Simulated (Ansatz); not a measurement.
# Run report: SiNH2F3, molecular dynamics (part 1 of 3)

- system: SiNH2F3
- method: RKS BLYP-D4/def2-SVP (Ansatz 0.2.0)

It belongs to a series of runs on one base structure; here: dynamics from the highest image of the converged band. Figures and captions count atoms from 1; the log counts them from 0 in places.

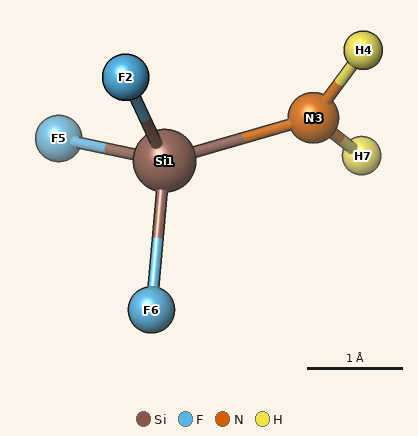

*The input geometry (ball-and-stick view, seen at a tilt; atoms are numbered from 1 in the order of the input).*

Bond lengths as drawn: F–Si 1.62 Å, H–N 1.02 Å and N–Si 1.69 Å.

The input:
```yaml
crystal:
  periodic: [false, false, false]
  atoms:
    - { symbol: Si, position_ang: [-0.416837, 0.095557, 0.460029] }
    - { symbol: F, position_ang: [0.399899, 0.672935, 1.731901] }
    - { symbol: "N", position_ang: [0.688831, -0.168126, -0.796861] }
    - { symbol: H, position_ang: [1.683625, 0.026237, -0.683423] }
    - { symbol: F, position_ang: [-1.591065, 1.147458, 0.08322] }
    - { symbol: F, position_ang: [-1.208655, -1.241173, 0.922238] }
    - { symbol: H, position_ang: [0.4443, -0.532887, -1.717104] }
basis:
  gaussian: { orbitals: def2-SVP }
hamiltonian:
  xc: blyp
  dispersion: d4
md:
  timestep: 0.5
  n_steps: 200
  ensemble: nve
  temperature: 300.0
  initial_velocities: maxwell_boltzmann
  seed: 8947
```

Run on 2 threads of Arm Neoverse V1, 24 GiB of memory available, shared host.

Run as:
```bash
ansatz run input.yaml --threads 2 --pin off --max-ram 3072MiB --backend cpu --events-out ev --progress --plain --runs-dir out
```

The program's output:
```
Engine: ansatz 0.2.0, aarch64-unknown-linux-gnu
Functional definition: BLYP
  parameter beta = 0.0042
  parameter a = 0.04918
  parameter b = 0.132
  parameter c = 0.2533
  parameter d = 0.349
  exchange = b88_x(beta = beta)
  correlation = lyp_c(a = a, b = b, c = c, d = d)
928 factors; their error is unknown
mean field evaluation 1: about -17534.1269 eV, gradient 8.0e1 eV
mean field evaluation 2: about -17509.4376 eV, gradient 1.3e2 eV
mean field evaluation 4: about -17545.3125 eV, gradient 6.4e0 eV
mean field evaluation 8: about -17545.3868 eV, gradient 1.4e-1 eV
mean field evaluation 16: about -17545.3187 eV, gradient 2.1e-4 eV
mean field -17545.31866573 eV, -644.7785683213 hartree, gradient 5.9e-5 eV, S^2 0.000000; 0 other end points of the search recorded, 0 dependent functions left out
the calculation of the forces begins
reference -17545.31893090 eV, -644.7785780663 hartree; 25, 25 occupied and 59, 59 virtual orbitals, 928 factors
md step     0: t =     0.00 fs  T =   300.0 K  F+E_penalty+E_count = -17545.60589425 eV  E_kin = 0.193890 eV  conserved = -17545.41200425 eV  (27 SCF iters)
these checks for a lower state are left out or cut short: starts, cluster_reference, orbital_swaps, neighbouring_geometries, increment
928 factors; their error is unknown
mean field -17545.31704565 eV, -644.7785087845 hartree, gradient 1.5e-5 eV, S^2 0.000000; 0 other end points of the search recorded, 0 dependent functions left out
the calculation of the forces begins
reference -17545.31731102 eV, -644.7785185368 hartree; 25, 25 occupied and 59, 59 virtual orbitals, 928 factors
md step     1: t =     0.50 fs  T =   297.6 K  F+E_penalty+E_count = -17545.60433297 eV  E_kin = 0.192334 eV  conserved = -17545.41199851 eV  (29 SCF iters)
[... from here on the SCF iterations and repeated set-up lines of each step are left out, up to the last step ...]
md step     2: t =     1.00 fs  T =   290.7 K  F+E_penalty+E_count = -17545.59982989 eV  E_kin = 0.187856 eV  conserved = -17545.41197424 eV  (29 SCF iters)
md step     3: t =     1.50 fs  T =   279.8 K  F+E_penalty+E_count = -17545.59278454 eV  E_kin = 0.180844 eV  conserved = -17545.41194066 eV  (29 SCF iters)
md step     4: t =     2.00 fs  T =   265.9 K  F+E_penalty+E_count = -17545.58374187 eV  E_kin = 0.171832 eV  conserved = -17545.41190944 eV  (29 SCF iters)
md step     5: t =     2.50 fs  T =   249.6 K  F+E_penalty+E_count = -17545.57321093 eV  E_kin = 0.161322 eV  conserved = -17545.41188925 eV  (29 SCF iters)
md step     6: t =     3.00 fs  T =   231.5 K  F+E_penalty+E_count = -17545.56153157 eV  E_kin = 0.149650 eV  conserved = -17545.41188131 eV  (29 SCF iters)
md step     7: t =     3.50 fs  T =   211.9 K  F+E_penalty+E_count = -17545.54885603 eV  E_kin = 0.136977 eV  conserved = -17545.41187859 eV  (29 SCF iters)
md step     8: t =     4.00 fs  T =   190.9 K  F+E_penalty+E_count = -17545.53525288 eV  E_kin = 0.123382 eV  conserved = -17545.41187064 eV  (29 SCF iters)
md step     9: t =     4.50 fs  T =   168.7 K  F+E_penalty+E_count = -17545.52087008 eV  E_kin = 0.109022 eV  conserved = -17545.41184841 eV  (29 SCF iters)
md step    10: t =     5.00 fs  T =   145.9 K  F+E_penalty+E_count = -17545.50607229 eV  E_kin = 0.094263 eV  conserved = -17545.41180941 eV  (29 SCF iters)
md step    11: t =     5.50 fs  T =   123.4 K  F+E_penalty+E_count = -17545.49148233 eV  E_kin = 0.079724 eV  conserved = -17545.41175803 eV  (29 SCF iters)
md step    12: t =     6.00 fs  T =   102.4 K  F+E_penalty+E_count = -17545.47791268 eV  E_kin = 0.066209 eV  conserved = -17545.41170417 eV  (29 SCF iters)
md step    13: t =     6.50 fs  T =    84.4 K  F+E_penalty+E_count = -17545.46621577 eV  E_kin = 0.054557 eV  conserved = -17545.41165864 eV  (29 SCF iters)
md step    14: t =     7.00 fs  T =    70.4 K  F+E_penalty+E_count = -17545.45711300 eV  E_kin = 0.045483 eV  conserved = -17545.41163009 eV  (29 SCF iters)
md step    15: t =     7.50 fs  T =    61.0 K  F+E_penalty+E_count = -17545.45105777 eV  E_kin = 0.039435 eV  conserved = -17545.41162248 eV  (29 SCF iters)
md step    16: t =     8.00 fs  T =    56.5 K  F+E_penalty+E_count = -17545.44817366 eV  E_kin = 0.036540 eV  conserved = -17545.41163399 eV  (28 SCF iters)
md step    17: t =     8.50 fs  T =    56.7 K  F+E_penalty+E_count = -17545.44828339 eV  E_kin = 0.036625 eV  conserved = -17545.41165812 eV  (29 SCF iters)
md step    18: t =     9.00 fs  T =    60.9 K  F+E_penalty+E_count = -17545.45101493 eV  E_kin = 0.039330 eV  conserved = -17545.41168491 eV  (29 SCF iters)
md step    19: t =     9.50 fs  T =    68.5 K  F+E_penalty+E_count = -17545.45595087 eV  E_kin = 0.044245 eV  conserved = -17545.41170604 eV  (29 SCF iters)
md step    20: t =    10.00 fs  T =    79.0 K  F+E_penalty+E_count = -17545.46276010 eV  E_kin = 0.051043 eV  conserved = -17545.41171733 eV  (29 SCF iters)
md step    21: t =    10.50 fs  T =    92.1 K  F+E_penalty+E_count = -17545.47125976 eV  E_kin = 0.059538 eV  conserved = -17545.41172163 eV  (29 SCF iters)
md step    22: t =    11.00 fs  T =   107.8 K  F+E_penalty+E_count = -17545.48137221 eV  E_kin = 0.069645 eV  conserved = -17545.41172720 eV  (29 SCF iters)
md step    23: t =    11.50 fs  T =   125.7 K  F+E_penalty+E_count = -17545.49299525 eV  E_kin = 0.081251 eV  conserved = -17545.41174400 eV  (29 SCF iters)
md step    24: t =    12.00 fs  T =   145.6 K  F+E_penalty+E_count = -17545.50584899 eV  E_kin = 0.094071 eV  conserved = -17545.41177790 eV  (29 SCF iters)
md step    25: t =    12.50 fs  T =   166.4 K  F+E_penalty+E_count = -17545.51938612 eV  E_kin = 0.107559 eV  conserved = -17545.41182690 eV  (29 SCF iters)
md step    26: t =    13.00 fs  T =   187.1 K  F+E_penalty+E_count = -17545.53282366 eV  E_kin = 0.120942 eV  conserved = -17545.41188147 eV  (29 SCF iters)
md step    27: t =    13.50 fs  T =   206.3 K  F+E_penalty+E_count = -17545.54528968 eV  E_kin = 0.133361 eV  conserved = -17545.41192901 eV  (29 SCF iters)
md step    28: t =    14.00 fs  T =   222.9 K  F+E_penalty+E_count = -17545.55601847 eV  E_kin = 0.144059 eV  conserved = -17545.41195937 eV  (29 SCF iters)
md step    29: t =    14.50 fs  T =   236.0 K  F+E_penalty+E_count = -17545.56450799 eV  E_kin = 0.152539 eV  conserved = -17545.41196923 eV  (29 SCF iters)
md step    30: t =    15.00 fs  T =   245.4 K  F+E_penalty+E_count = -17545.57057728 eV  E_kin = 0.158615 eV  conserved = -17545.41196188 eV  (29 SCF iters)
md step    31: t =    15.50 fs  T =   251.2 K  F+E_penalty+E_count = -17545.57431628 eV  E_kin = 0.162371 eV  conserved = -17545.41194537 eV  (29 SCF iters)
md step    32: t =    16.00 fs  T =   253.8 K  F+E_penalty+E_count = -17545.57596044 eV  E_kin = 0.164031 eV  conserved = -17545.41192911 eV  (29 SCF iters)
md step    33: t =    16.50 fs  T =   253.5 K  F+E_penalty+E_count = -17545.57574532 eV  E_kin = 0.163825 eV  conserved = -17545.41191997 eV  (29 SCF iters)
md step    34: t =    17.00 fs  T =   250.5 K  F+E_penalty+E_count = -17545.57379621 eV  E_kin = 0.161876 eV  conserved = -17545.41192031 eV  (29 SCF iters)
md step    35: t =    17.50 fs  T =   244.7 K  F+E_penalty+E_count = -17545.57008886 eV  E_kin = 0.158161 eV  conserved = -17545.41192755 eV  (29 SCF iters)
md step    36: t =    18.00 fs  T =   236.0 K  F+E_penalty+E_count = -17545.56449265 eV  E_kin = 0.152557 eV  conserved = -17545.41193518 eV  (29 SCF iters)
md step    37: t =    18.50 fs  T =   224.3 K  F+E_penalty+E_count = -17545.55688024 eV  E_kin = 0.144946 eV  conserved = -17545.41193401 eV  (29 SCF iters)
md step    38: t =    19.00 fs  T =   209.4 K  F+E_penalty+E_count = -17545.54726648 eV  E_kin = 0.135349 eV  conserved = -17545.41191703 eV  (28 SCF iters)
md step    39: t =    19.50 fs  T =   191.9 K  F+E_penalty+E_count = -17545.53591544 eV  E_kin = 0.124033 eV  conserved = -17545.41188275 eV  (29 SCF iters)
md step    40: t =    20.00 fs  T =   172.6 K  F+E_penalty+E_count = -17545.52336232 eV  E_kin = 0.111526 eV  conserved = -17545.41183670 eV  (29 SCF iters)
md step    41: t =    20.50 fs  T =   152.5 K  F+E_penalty+E_count = -17545.51032578 eV  E_kin = 0.098536 eV  conserved = -17545.41178982 eV  (29 SCF iters)
md step    42: t =    21.00 fs  T =   132.7 K  F+E_penalty+E_count = -17545.49753643 eV  E_kin = 0.085782 eV  conserved = -17545.41175401 eV  (29 SCF iters)
md step    43: t =    21.50 fs  T =   114.2 K  F+E_penalty+E_count = -17545.48555416 eV  E_kin = 0.073818 eV  conserved = -17545.41173614 eV  (30 SCF iters)
md step    44: t =    22.00 fs  T =    97.4 K  F+E_penalty+E_count = -17545.47466179 eV  E_kin = 0.062927 eV  conserved = -17545.41173458 eV  (29 SCF iters)
md step    45: t =    22.50 fs  T =    82.2 K  F+E_penalty+E_count = -17545.46488613 eV  E_kin = 0.053145 eV  conserved = -17545.41174142 eV  (30 SCF iters)
md step    46: t =    23.00 fs  T =    68.7 K  F+E_penalty+E_count = -17545.45612592 eV  E_kin = 0.044380 eV  conserved = -17545.41174553 eV  (30 SCF iters)
md step    47: t =    23.50 fs  T =    56.6 K  F+E_penalty+E_count = -17545.44832012 eV  E_kin = 0.036581 eV  conserved = -17545.41173894 eV  (30 SCF iters)
md step    48: t =    24.00 fs  T =    46.2 K  F+E_penalty+E_count = -17545.44157017 eV  E_kin = 0.029850 eV  conserved = -17545.41172047 eV  (29 SCF iters)
md step    49: t =    24.50 fs  T =    37.9 K  F+E_penalty+E_count = -17545.43616416 eV  E_kin = 0.024469 eV  conserved = -17545.41169482 eV  (30 SCF iters)
md step    50: t =    25.00 fs  T =    32.2 K  F+E_penalty+E_count = -17545.43250397 eV  E_kin = 0.020834 eV  conserved = -17545.41167044 eV  (23 SCF iters)
md step    51: t =    25.50 fs  T =    29.9 K  F+E_penalty+E_count = -17545.43097203 eV  E_kin = 0.019316 eV  conserved = -17545.41165605 eV  (23 SCF iters)
md step    52: t =    26.00 fs  T =    31.2 K  F+E_penalty+E_count = -17545.43179340 eV  E_kin = 0.020136 eV  conserved = -17545.41165748 eV  (23 SCF iters)
md step    53: t =    26.50 fs  T =    36.0 K  F+E_penalty+E_count = -17545.43494376 eV  E_kin = 0.023268 eV  conserved = -17545.41167575 eV  (23 SCF iters)
md step    54: t =    27.00 fs  T =    44.0 K  F+E_penalty+E_count = -17545.44013501 eV  E_kin = 0.028429 eV  conserved = -17545.41170637 eV  (30 SCF iters)
md step    55: t =    27.50 fs  T =    54.4 K  F+E_penalty+E_count = -17545.44688567 eV  E_kin = 0.035145 eV  conserved = -17545.41174091 eV  (29 SCF iters)
md step    56: t =    28.00 fs  T =    66.4 K  F+E_penalty+E_count = -17545.45465370 eV  E_kin = 0.042884 eV  conserved = -17545.41176970 eV  (29 SCF iters)
md step    57: t =    28.50 fs  T =    79.2 K  F+E_penalty+E_count = -17545.46298661 eV  E_kin = 0.051201 eV  conserved = -17545.41178578 eV  (29 SCF iters)
md step    58: t =    29.00 fs  T =    92.6 K  F+E_penalty+E_count = -17545.47162928 eV  E_kin = 0.059841 eV  conserved = -17545.41178797 eV  (28 SCF iters)
md step    59: t =    29.50 fs  T =   106.4 K  F+E_penalty+E_count = -17545.48054029 eV  E_kin = 0.068759 eV  conserved = -17545.41178171 eV  (29 SCF iters)
md step    60: t =    30.00 fs  T =   120.7 K  F+E_penalty+E_count = -17545.48980404 eV  E_kin = 0.078026 eV  conserved = -17545.41177768 eV  (29 SCF iters)
md step    61: t =    30.50 fs  T =   135.7 K  F+E_penalty+E_count = -17545.49947261 eV  E_kin = 0.087687 eV  conserved = -17545.41178529 eV  (29 SCF iters)
md step    62: t =    31.00 fs  T =   151.0 K  F+E_penalty+E_count = -17545.50941925 eV  E_kin = 0.097611 eV  conserved = -17545.41180788 eV  (30 SCF iters)
md step    63: t =    31.50 fs  T =   166.2 K  F+E_penalty+E_count = -17545.51928052 eV  E_kin = 0.107438 eV  conserved = -17545.41184240 eV  (30 SCF iters)
md step    64: t =    32.00 fs  T =   180.5 K  F+E_penalty+E_count = -17545.52851384 eV  E_kin = 0.116635 eV  conserved = -17545.41187915 eV  (29 SCF iters)
md step    65: t =    32.50 fs  T =   192.9 K  F+E_penalty+E_count = -17545.53654607 eV  E_kin = 0.124639 eV  conserved = -17545.41190709 eV  (29 SCF iters)
md step    66: t =    33.00 fs  T =   202.7 K  F+E_penalty+E_count = -17545.54293775 eV  E_kin = 0.131018 eV  conserved = -17545.41191989 eV  (29 SCF iters)
md step    67: t =    33.50 fs  T =   209.8 K  F+E_penalty+E_count = -17545.54748661 eV  E_kin = 0.135570 eV  conserved = -17545.41191698 eV  (29 SCF iters)
md step    68: t =    34.00 fs  T =   214.0 K  F+E_penalty+E_count = -17545.55023834 eV  E_kin = 0.138335 eV  conserved = -17545.41190339 eV  (29 SCF iters)
md step    69: t =    34.50 fs  T =   215.9 K  F+E_penalty+E_count = -17545.55140996 eV  E_kin = 0.139523 eV  conserved = -17545.41188684 eV  (29 SCF iters)
md step    70: t =    35.00 fs  T =   215.7 K  F+E_penalty+E_count = -17545.55126727 eV  E_kin = 0.139392 eV  conserved = -17545.41187520 eV  (29 SCF iters)
md step    71: t =    35.50 fs  T =   213.7 K  F+E_penalty+E_count = -17545.55000457 eV  E_kin = 0.138131 eV  conserved = -17545.41187316 eV  (29 SCF iters)
md step    72: t =    36.00 fs  T =   210.1 K  F+E_penalty+E_count = -17545.54767129 eV  E_kin = 0.135791 eV  conserved = -17545.41188041 eV  (29 SCF iters)
md step    73: t =    36.50 fs  T =   204.7 K  F+E_penalty+E_count = -17545.54417151 eV  E_kin = 0.132279 eV  conserved = -17545.41189231 eV  (29 SCF iters)
md step    74: t =    37.00 fs  T =   197.2 K  F+E_penalty+E_count = -17545.53933587 eV  E_kin = 0.127435 eV  conserved = -17545.41190130 eV  (29 SCF iters)
md step    75: t =    37.50 fs  T =   187.4 K  F+E_penalty+E_count = -17545.53304219 eV  E_kin = 0.121143 eV  conserved = -17545.41189941 eV  (29 SCF iters)
md step    76: t =    38.00 fs  T =   175.6 K  F+E_penalty+E_count = -17545.52534019 eV  E_kin = 0.113459 eV  conserved = -17545.41188167 eV  (29 SCF iters)
md step    77: t =    38.50 fs  T =   162.0 K  F+E_penalty+E_count = -17545.51652659 eV  E_kin = 0.104678 eV  conserved = -17545.41184894 eV  (29 SCF iters)
md step    78: t =    39.00 fs  T =   147.5 K  F+E_penalty+E_count = -17545.50712973 eV  E_kin = 0.095322 eV  conserved = -17545.41180820 eV  (29 SCF iters)
md step    79: t =    39.50 fs  T =   133.1 K  F+E_penalty+E_count = -17545.49780000 eV  E_kin = 0.086030 eV  conserved = -17545.41176985 eV  (29 SCF iters)
md step    80: t =    40.00 fs  T =   119.8 K  F+E_penalty+E_count = -17545.48914860 eV  E_kin = 0.077406 eV  conserved = -17545.41174294 eV  (29 SCF iters)
md step    81: t =    40.50 fs  T =   108.1 K  F+E_penalty+E_count = -17545.48160726 eV  E_kin = 0.069876 eV  conserved = -17545.41173120 eV  (30 SCF iters)
md step    82: t =    41.00 fs  T =    98.5 K  F+E_penalty+E_count = -17545.47537248 eV  E_kin = 0.063641 eV  conserved = -17545.41173144 eV  (30 SCF iters)
md step    83: t =    41.50 fs  T =    90.9 K  F+E_penalty+E_count = -17545.47045478 eV  E_kin = 0.058719 eV  conserved = -17545.41173560 eV  (30 SCF iters)
md step    84: t =    42.00 fs  T =    85.2 K  F+E_penalty+E_count = -17545.46679917 eV  E_kin = 0.055063 eV  conserved = -17545.41173571 eV  (29 SCF iters)
md step    85: t =    42.50 fs  T =    81.5 K  F+E_penalty+E_count = -17545.46440967 eV  E_kin = 0.052682 eV  conserved = -17545.41172744 eV  (29 SCF iters)
md step    86: t =    43.00 fs  T =    80.0 K  F+E_penalty+E_count = -17545.46341967 eV  E_kin = 0.051708 eV  conserved = -17545.41171149 eV  (29 SCF iters)
md step    87: t =    43.50 fs  T =    81.1 K  F+E_penalty+E_count = -17545.46408162 eV  E_kin = 0.052389 eV  conserved = -17545.41169311 eV  (29 SCF iters)
md step    88: t =    44.00 fs  T =    85.1 K  F+E_penalty+E_count = -17545.46668535 eV  E_kin = 0.055006 eV  conserved = -17545.41167977 eV  (28 SCF iters)
md step    89: t =    44.50 fs  T =    92.5 K  F+E_penalty+E_count = -17545.47144104 eV  E_kin = 0.059763 eV  conserved = -17545.41167834 eV  (29 SCF iters)
md step    90: t =    45.00 fs  T =   103.2 K  F+E_penalty+E_count = -17545.47837103 eV  E_kin = 0.066678 eV  conserved = -17545.41169312 eV  (30 SCF iters)
md step    91: t =    45.50 fs  T =   116.9 K  F+E_penalty+E_count = -17545.48724655 eV  E_kin = 0.075524 eV  conserved = -17545.41172279 eV  (29 SCF iters)
```
